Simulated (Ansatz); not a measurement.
A series of calculations on SiH$_{4}$OBrF

## 1. Relaxation

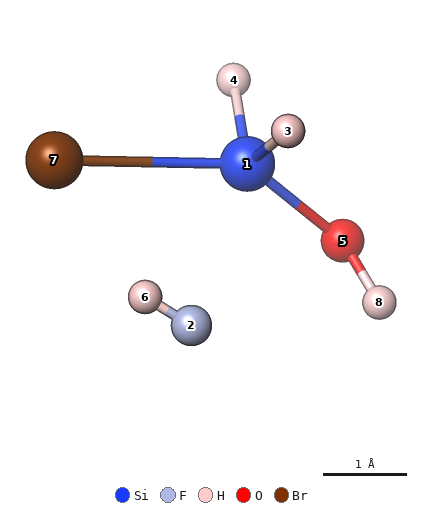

Starting structure of SiH4OBrF (started from a transition state, displaced along its imaginary mode). A ball-and-stick model, seen from a free direction.

The calculation used RKS PBE0-D4/def2-TZVP in Ansatz.

Input
```yaml
crystal:
  periodic: [false, false, false]
  atoms:
    - {symbol: Si, position_ang: [-0.605125, -0.013623, -0.212832]}
    - {symbol: F, position_ang: [1.581302, 0.037341, 0.296738]}
    - {symbol: H, position_ang: [-0.397297, -1.347466, -0.859806]}
    - {symbol: H, position_ang: [-1.812445, 0.717114, -0.500089]}
    - {symbol: O, position_ang: [-0.794645, -0.235933, 1.415840]}
    - {symbol: H, position_ang: [1.599287, 0.358659, -0.282538]}
    - {symbol: Br, position_ang: [0.641445, 1.260112, -1.823698]}
    - {symbol: H, position_ang: [-0.212524, -0.776203, 1.966386]}
basis:
  gaussian: {orbitals: def2-TZVP}
hamiltonian: {xc: pbe0, dispersion: d4}
relax: {f_tol: 0.005, max_steps: 200}
```

Run as
```bash
ansatz run in.yaml --threads 4 --pin off --events-out ev --progress --plain --max-ram 9574MiB
```

### Predict the outcome.

Over 19 geometry steps the energy falls by 532.1 kJ/mol. The largest force component goes from 40 to 0.00046 eV/Å. H8 moves most after the best rigid fit: 0.85 Å. By element the largest moves are H 0.85 Å, F 0.84 Å, Si 0.45 Å, Br 0.36 Å, O 0.30 Å. Among the contacts that change: Si1–F2 2.246 → 3.424 Å, F2–Br7 2.622 → 3.226 Å, H6–Br7 2.026 → 2.383 Å, F2–H6 0.663 → 0.934 Å. Among the angles between lasting bonds that change: O5–Si1–Br7 142.2° → 110.0°, H4–Si1–Br7 91.8° → 107.1°, H4–Si1–O5 99.7° → 108.2°. Groups turn about Si1–O5 by about 20°.

Final geometry:

```xyz
8

Si   -1.0100   -0.0881   -0.4038
F     2.1738   -0.1646    0.8526
H    -0.9009   -1.4071   -1.0639
H    -2.3385    0.5286   -0.5655
O    -0.6511   -0.1126    1.1771
H     2.0026    0.3486    0.0906
Br    0.4648    1.2150   -1.5101
H     0.2593   -0.3198    1.4230
```

The end point in the same view:

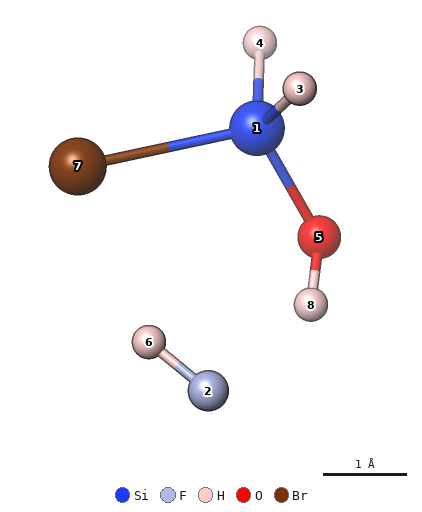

## 2. Relaxation

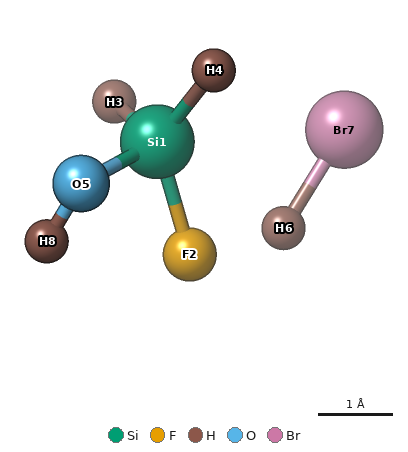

Starting structure of SiH₄OBrF (started from a transition state, displaced along its imaginary mode). A ball-and-stick model, seen at a tilt.

These are results of RKS PBE0-D4/def2-TZVP (Ansatz), not measurements.

Input file:
```yaml
crystal:
  periodic: [false, false, false]
  atoms:
    - {symbol: Si, position_ang: [-0.450617, -0.192022, -0.004006]}
    - {symbol: F, position_ang: [1.118803, 0.034307, 0.458139]}
    - {symbol: H, position_ang: [-0.386106, -1.377966, -0.848644]}
    - {symbol: H, position_ang: [-1.472137, 0.874832, -0.383356]}
    - {symbol: O, position_ang: [-0.927131, -0.407349, 1.542258]}
    - {symbol: H, position_ang: [1.550026, 0.741179, -0.742160]}
    - {symbol: Br, position_ang: [0.869626, 1.224733, -2.091809]}
    - {symbol: H, position_ang: [-0.302464, -0.897714, 2.069577]}
basis:
  gaussian: {orbitals: def2-TZVP}
hamiltonian: {xc: pbe0, dispersion: d4}
relax: {f_tol: 0.005, max_steps: 200}
```

Command:
```bash
ansatz run in.yaml --threads 4 --pin off --events-out ev --progress --plain --max-ram 9574MiB
```

What does the optimiser find from here?

The energy falls by 110.5 kJ/mol in 84 accepted moves (94 points after the start). The largest force component goes from 1.7 to 0.0028 eV/Å. The line search rejected the trial steps at points 8, 21, 31, 36, 41, 43, 56, 65 and more of the run. The forces were under the threshold at step 19, but the run went on from there. The atom that moves furthest after the best rigid fit is Br7 (2.79 Å). By element the largest moves are Br 2.79 Å, F 2.32 Å, H 1.43 Å, O 0.72 Å, Si 0.64 Å. Among the contacts that change: Si1–Br7 2.848 → 3.939 Å, H6–Br7 1.587 → 1.426 Å, Si1–H4 1.525 → 1.474 Å, Si1–F2 1.652 → 1.609 Å. Among the angles between lasting bonds that change: F2–Si1–H4 127.6° → 107.9°, F2–Si1–O5 91.7° → 110.1°, H4–Si1–O5 97.6° → 107.0°. Cost: 3.7 min on 4 threads of Arm Neoverse V1, on a shared host.

The structure at the end:

```xyz
8

Si   -1.0847   -0.1497   -0.0044
F    -0.4845    1.0814   -0.8489
H    -1.0080   -1.3174   -0.9109
H    -2.4593    0.2016    0.3951
O    -0.2305   -0.3571    1.3623
H     1.7462    0.9759   -0.8629
Br    2.8214    0.1541   -0.4128
H     0.6994   -0.5887    1.2826
```

After the run, drawn alike:

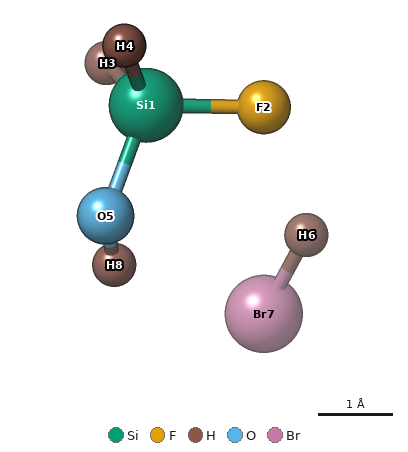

## 3. Reaction

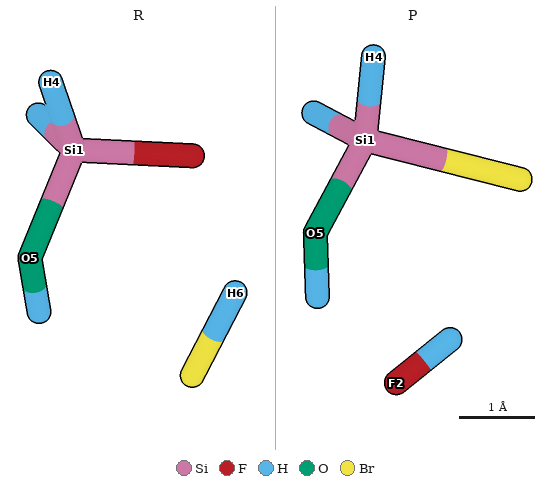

Reactant (R) and product (P) of one elementary step of SiH$_{4}$OBrF. A stick model, seen from a free direction.

Stationary points at PBE0-D4/def2-TZVP, single-point energies with CCSD(T)/CBS, r2SCAN0-D4, PBE-QIDH, wB97X-V, B2PLYP, CAM-B3LYP-D4 (def2-TZVPP where no basis is named; Ansatz 0.2.0). The energies are electronic, without zero-point or thermal terms, and both ends are the minima reached downhill from the saddle, with any fragments still in contact. CCSD(T)/CBS stands for a frozen-core estimate: MP2 correlation extrapolated from def2-TZVPP and def2-QZVPP, CCSD(T) minus MP2 from the smaller set.

What is the transition state like, and how high is the barrier?

Answer. Counted by bonded pieces, R holds HBr + SiH₃OF and P holds HF + SiH₃BrO. From R over the saddle to P, bonds form: Br–Si (3.94 → 2.62 → 2.26 Å), F–H (2.23 → 1.05 → 0.93 Å). Bonds break: F–Si (1.61 → 1.94 → 3.42 Å), Br–H (1.43 → 1.80 → 2.38 Å). The saddle has one imaginary mode, 298i cm⁻¹. With CCSD(T)/CBS the barrier is 38.7 kcal/mol from R and 29.8 kcal/mol from P, and P lies 9.0 kcal/mol above R.

```
       level  barrier from R (kcal/mol)  barrier from P (kcal/mol)  P less R (kcal/mol)
 CCSD(T)/CBS                       38.7                       29.8                  9.0
  r2SCAN0-D4                       35.8                       27.6                  8.2
    PBE-QIDH                       36.7                       29.1                  7.7
     wB97X-V                       37.8                       28.5                  9.3
      B2PLYP                       38.8                       28.8                 10.0
CAM-B3LYP-D4                       38.9                       28.1                 10.8
```

Against CCSD(T)/CBS, B2PLYP comes closest on the barrier from R (+0.1 kcal/mol) and r2SCAN0-D4 misses most (−2.9 kcal/mol).

The saddle point in the same view, with dashed sticks for the bonds that form or break:

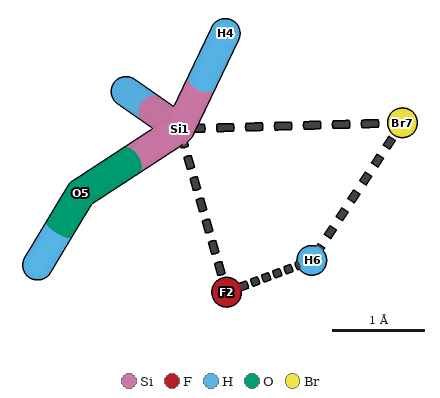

Limits of the set-up: the start holds two separate molecules, 2.2 Å apart at their closest, whose relative position is a soft coordinate.
